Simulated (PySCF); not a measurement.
# C$_{5}$H$_{7}$N, SMILES `C=C1C=NC1C`: electronic structure

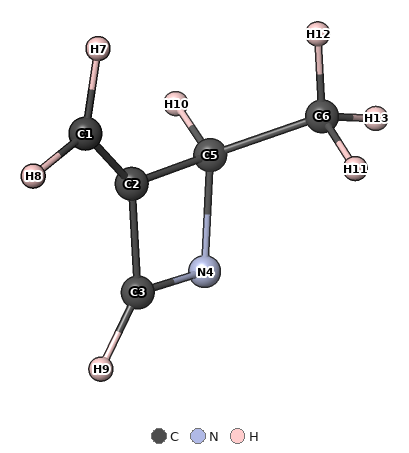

The molecule, with its atoms numbered as below. No frequency check shows the geometry to be a minimum.

Coordinates in Å:

```
C1      -1.7762    1.0040    0.0037
C2      -0.8083    0.1098   -0.0762
C3      -0.5923   -1.2966    0.2323
N4       0.6525   -1.3521   -0.0893
C5       0.6644    0.0852   -0.4836
C6       1.6173    0.9496    0.3170
H7      -1.6248    2.0282   -0.2948
H8      -2.7549    0.7426    0.3721
H9      -1.2134   -2.0945    0.6028
H10      0.8392    0.1952   -1.5566
H11      1.4307    0.8261    1.3817
H12      1.4825    1.9961    0.0534
H13      2.6435    0.6587    0.1072
```

### 1. Bonding charge

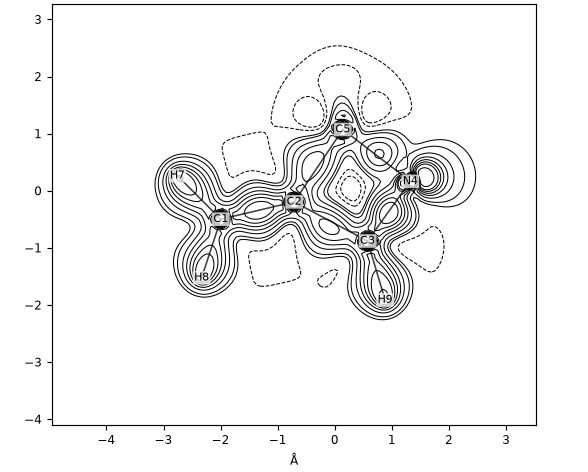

Deformation density (molecule less spherical, spin-averaged free atoms) in a plane through 8 of the atoms; contours at ±0.05 to ±0.8 e/Å³; solid lines: gain, dashed lines: loss.

PySCF calculation, BLYP/6-31+G*, gas phase; geometry: GFN2-xTB.

Q: Describe the bonding that the map shows.

A: C1–C2: +0.71 e/Å³ at the bond critical point (bond length 1.32 Å). C3–H9: +0.69 e/Å³ at the bond critical point (bond length 1.08 Å). C1–H7: +0.65 e/Å³ at the bond critical point (bond length 1.08 Å). C1–H8: +0.65 e/Å³ at the bond critical point (bond length 1.08 Å). C3–N4: +0.63 e/Å³ at the bond critical point (bond length 1.29 Å). C2–C3: +0.54 e/Å³ at the bond critical point (bond length 1.46 Å). C2–C5: +0.47 e/Å³ at the bond critical point (bond length 1.53 Å). N4–C5: +0.37 e/Å³ at the bond critical point (bond length 1.49 Å). In all, 2.7 electrons gather in the regions of gain relative to the promolecule.

Q: Where do the Hirshfeld charges lie?

A: The highest Hirshfeld charge is on H9 (+0.06 e), the lowest on N4 (−0.19 e).

```json
{"atom": "C1", "charge (e)": "−0.08"}
{"atom": "C2", "charge (e)": "−0.02"}
{"atom": "C3", "charge (e)": "+0.03"}
{"atom": "N4", "charge (e)": "−0.19"}
{"atom": "C5", "charge (e)": "+0.02"}
{"atom": "C6", "charge (e)": "−0.08"}
{"atom": "H7", "charge (e)": "+0.05"}
{"atom": "H8", "charge (e)": "+0.05"}
{"atom": "H9", "charge (e)": "+0.06"}
{"atom": "H10", "charge (e)": "+0.05"}
{"atom": "H11", "charge (e)": "+0.04"}
{"atom": "H12", "charge (e)": "+0.04"}
{"atom": "H13", "charge (e)": "+0.04"}
```

### 2. Bond critical points

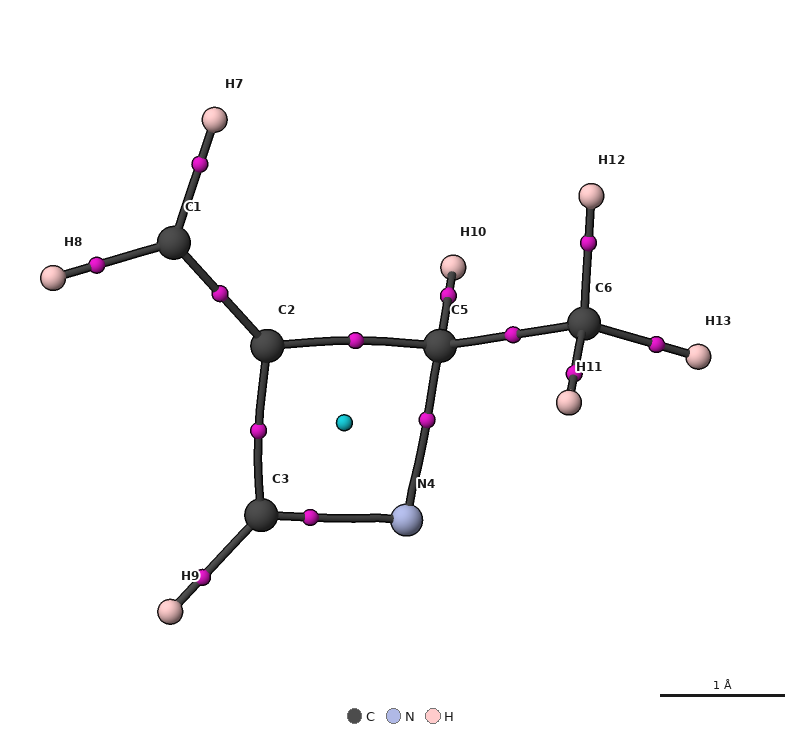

Molecular graph of the electron density (QTAIM): bond paths, bond critical points (magenta), ring points (cyan, if any); weak paths are dashed.

Q: How many critical points of each kind are there, and does the count close?

A: 13 nuclei, 13 bond, 1 ring and 0 cage critical points: 13 − 13 + 1 − 0 = 1, as the Poincaré–Hopf relation requires.

Q: What does the calculation give at each kind of bond critical point?

A:
| bond | length (Å) | ρ (a.u.) | ∇²ρ (a.u.) | ε | H (a.u.) |
| --- | --- | --- | --- | --- | --- |
| C3–N4 | 1.287 | 0.384 | −0.77 | 0.23 | −0.676 |
| C1–C2 | 1.320 | 0.352 | −1.06 | 0.30 | −0.404 |
| C3–H9 | 1.077 | 0.284 | −1.04 | 0.01 | −0.292 |
| C2–C3 | 1.456 | 0.280 | −0.69 | 0.09 | −0.252 |
| C1–H7 | 1.077 | 0.279 | −0.98 | 0.01 | −0.283 |
| C1–H8 | 1.078 | 0.279 | −0.98 | 0.01 | −0.282 |
| C5–H10 | 1.093 | 0.276 | −0.94 | 0.01 | −0.272 |
| C6–H11 | 1.088 | 0.274 | −0.91 | 0.01 | −0.269 |
| C6–H13 | 1.087 | 0.274 | −0.92 | 0.01 | −0.270 |
| C6–H12 | 1.088 | 0.273 | −0.90 | 0.01 | −0.268 |
| N4–C5 | 1.490 | 0.263 | −0.66 | 0.01 | −0.267 |
| C5–C6 | 1.515 | 0.250 | −0.57 | 0.02 | −0.202 |
| C2–C5 | 1.528 | 0.249 | −0.56 | 0.02 | −0.201 |

Q: What kind of interaction is C1–H8?

A: Shared-shell (covalent): ρ = 0.279, ∇²ρ = −0.98, H = −0.282 a.u.

### 3. Local ionisation energy

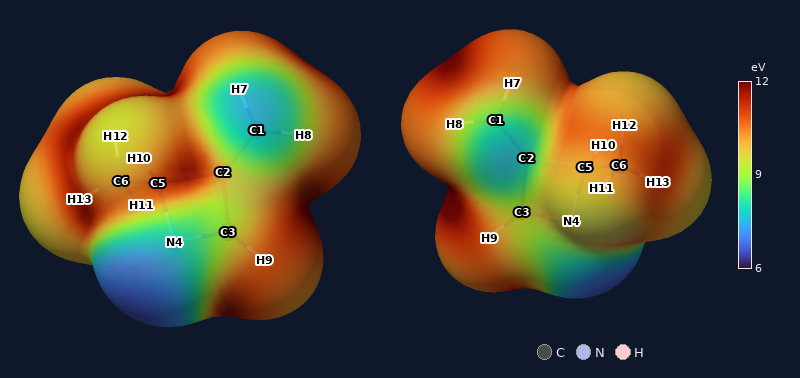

Average local ionisation energy on the surface of electron density 0.001 a.u. (back view left, front view right).

Q: Locate the minima of the map.

A: The lowest value is 6.6 eV, 2.0 Å from N4. Further minima include 7.5 eV, over C1, off the plane of its three bonds (2.1 Å); 7.6 eV, over C1, off the plane of its three bonds (2.1 Å); 9.4 eV, 1.4 Å from H10. For comparison, the highest occupied orbital lies at −6.0 eV.

Q: What volume does the surface enclose, and what is the dipole moment?

A: About 125 Å³; the dipole moment is 2.3 D.

### 4. Removing or adding an electron

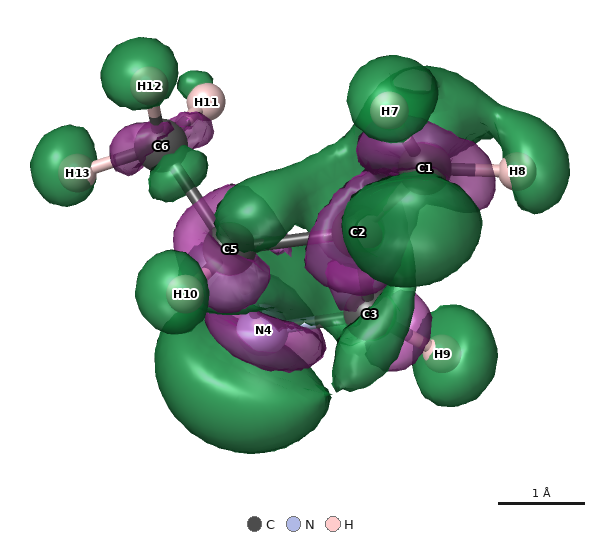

Fukui function f⁻ = ρ(N) − ρ(N−1) at fixed geometry, surfaces at ±0.02 e/Å³ (green positive, purple negative).

Method: TPSS/6-311+G**; geometry: GFN2-xTB; program: PySCF.

Q: On which atoms does the density change most on removal of an electron?

A: f⁻ (Hirshfeld-condensed) is largest on N4 (0.25) and C1 (0.17); the vertical ionisation energy is 9.36 eV (the stability of the cation's solution wasn't checked). Condensed values hint at sites of electrophilic attack but needn't mark the atom that reacts. Orbital relaxation makes it negative in places (0.25 e in all).

### 5. Localised orbitals

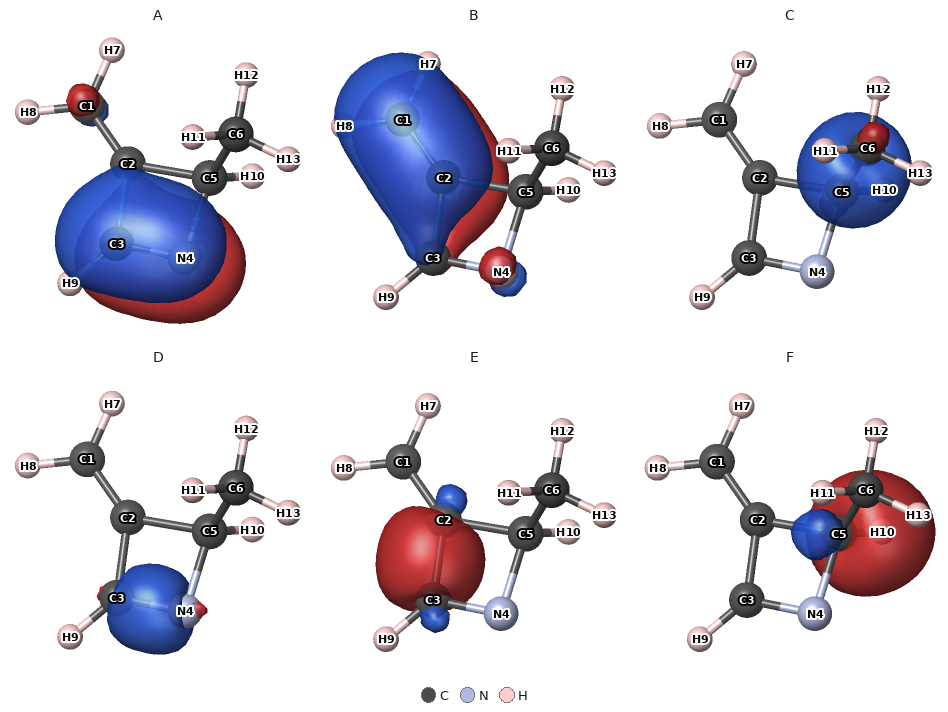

Intrinsic bond orbitals (IBO), occupied; each surface holds about 85 % of the orbital's density. Energies are diagonal elements of the Fock matrix.

Computed with PySCF, LDA (SVWN)/def2-TZVP, geometry: GFN2-xTB.

Q: What does each orbital represent in a Lewis picture?

A: By panel:
- A: π bond N4–C3 (N4 51 %, C3 44 %; −8.5 eV)
- B: π bond C1–C2 (C1 48 %, C2 47 %; −7.6 eV)
- C: σ bond C5–C6 (C5 50 %, C6 49 %; −13.3 eV)
- D: σ bond N4–C3 (N4 56 %, C3 44 %; −18.2 eV)
- E: σ bond C2–C3 (C2 50 %, C3 50 %; −14.0 eV)
- F: σ bond C5–H10 (C5 58 %, H10 41 %; −12.2 eV)
